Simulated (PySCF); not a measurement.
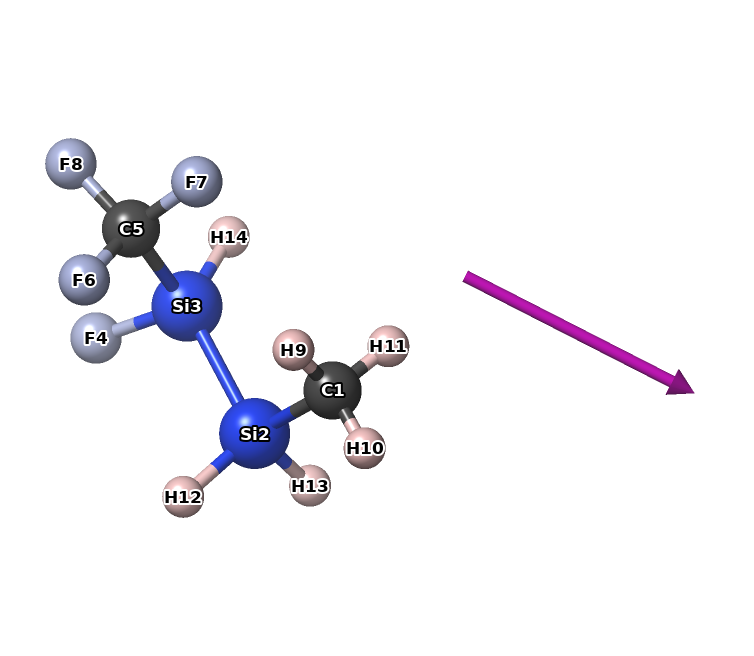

The arrow beside the molecule shows the direction of the dipole moment, from the negative to the positive end (its length means nothing). The computed structure is the end point of a GFN2-xTB optimisation. No frequency run is at hand to confirm it as a minimum. Method: PBE0/pcSseg-1, gas phase (PySCF 2.14.0).

Estimate the dipole moment.

Answer. 3.38 D; it points from the side of F8 to the side of H10 (the outermost atoms at the two ends).

The geometry is semi-empirical. Around Si such bond lengths and angles can be off by a tenth of an ångström or more and by several degrees, and values that hang on the shape move with them.
